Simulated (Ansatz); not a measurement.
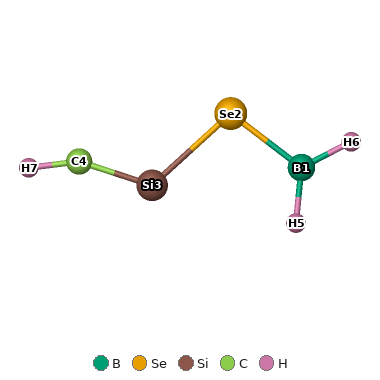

The system is CH₃BSeSi, SMILES B[Se][Si]#C; the picture shows the reference structure. 
- First axis: dihedral Se2–Si3–C4–H7. Second axis: dihedral B1–Se2–Si3–C4.
- Nothing is relaxed (all other coordinates rigid).
- The grid has 10 × 10 points; 69 points were computed and 31 follow by symmetry.
- Points are written as (first, second).
- All energies are given in kcal/mol relative to the relaxed molecule at the same level.
- The dihedral twists a double bond; near 90° a spin-restricted reference is unreliable.
- The calculation used RKS CAM-B3LYP-D4/def2-SVP in Ansatz 0.2.0.

Its coordinates:

| atom | x (Å) | y (Å) | z (Å) |
| --- | --- | --- | --- |
| B | -1.8110 | 0.9413 | 0.2399 |
| Se | -0.4274 | 0.0044 | 1.1682 |
| Si | 0.9920 | -0.4325 | -0.5638 |
| C | 2.3935 | -1.2519 | -0.2746 |
| H | -1.7586 | 1.1430 | -0.9410 |
| H | -2.7274 | 1.3086 | 0.9232 |
| H | 3.3389 | -1.7129 | -0.5520 |

Range: dihedral Se2–Si3–C4–H7 from −180 to 144°; dihedral B1–Se2–Si3–C4 from −180 to 144°.

**What landscape does the calculation give?**

The lowest grid point is at (−180°, −180°), 0.0 kcal/mol from the relaxed molecule at the same level. It is the only kind of minimum in the scanned range. The highest grid point, (0°, 0°), lies 22.3 kcal/mol above the lowest. On the interpolated surface the easiest way out of the lowest well to its copy in the next cell or period passes a barrier of about 4 kcal/mol. Round the minimum the two coordinates are weakly coupled (coupling −0.15 in units of the two stiffnesses).

```csv
"dihedral B1–Se2–Si3–C4 ↓, dihedral Se2–Si3–C4–H7 →",−180,−144,−108,−72,−36,0,36,72,108,144
144,0.9,2.0,5.2,10.5,16.6,19.8,16.5,10.1,4.7,1.6
108,2.5,3.7,7.0,12.4,18.5,21.5,18.4,12.1,6.6,3.4
72,3.4,4.3,7.5,12.9,19.1,22.2,19.2,13.1,7.8,4.5
36,3.7,4.4,7.3,12.6,18.9,22.1,19.1,13.0,7.9,4.8
0,4.0,4.8,7.6,12.8,19.0,22.3,19.0,12.8,7.6,4.8
−36,3.7,4.8,7.9,13.0,19.1,22.1,18.9,12.6,7.3,4.4
−72,3.4,4.5,7.8,13.1,19.2,22.2,19.1,12.9,7.5,4.3
−108,2.5,3.4,6.6,12.1,18.4,21.5,18.5,12.4,7.0,3.7
−144,0.9,1.6,4.7,10.1,16.5,19.8,16.6,10.5,5.2,2.0
−180,0.0,0.9,3.9,9.2,15.5,18.8,15.5,9.2,3.9,0.9
```

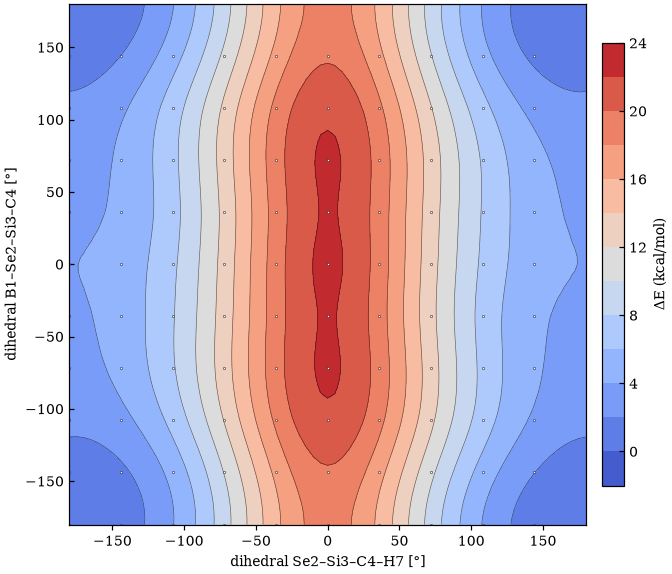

Drawn: filled contours, dots at the grid points. Between grid points the surface is interpolated.

Time for the 69 points that were run: 7 min on 1 thread of Arm Neoverse V2, on a shared host.
